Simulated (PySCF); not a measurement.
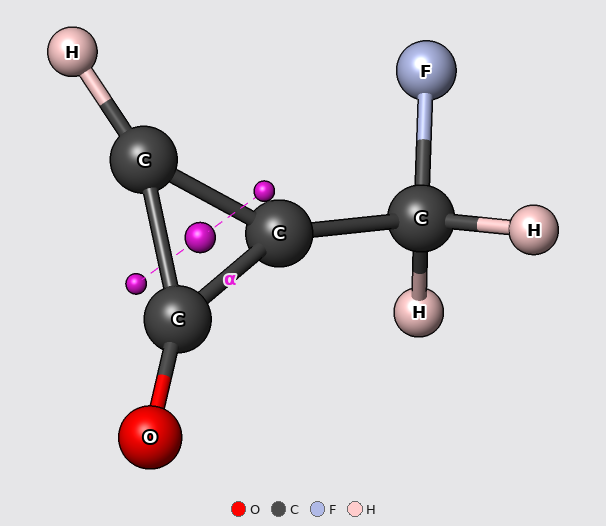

The small points mark where nucleus-independent chemical shifts (NICS) were computed: at the centre of each lettered ring and 1 Å above and below it. The geometry was computed by an optimisation with GFN2-xTB. No frequency run is at hand to confirm it as a minimum. Properties computed with GIAO PBE0/pcSseg-1 NMR shielding, non-relativistic, gas phase (PySCF 2.14.0).

Give NICS(0), NICS(1) and the out-of-plane component NICS(1)zz for each ring (means of the two sides).

```json
{"ring": "α", "members": "C3", "NICS(0)": "−19.1", "NICS(1)": "−9.6", "NICS(1)zz": "−13.6"}
```

Values in ppm.
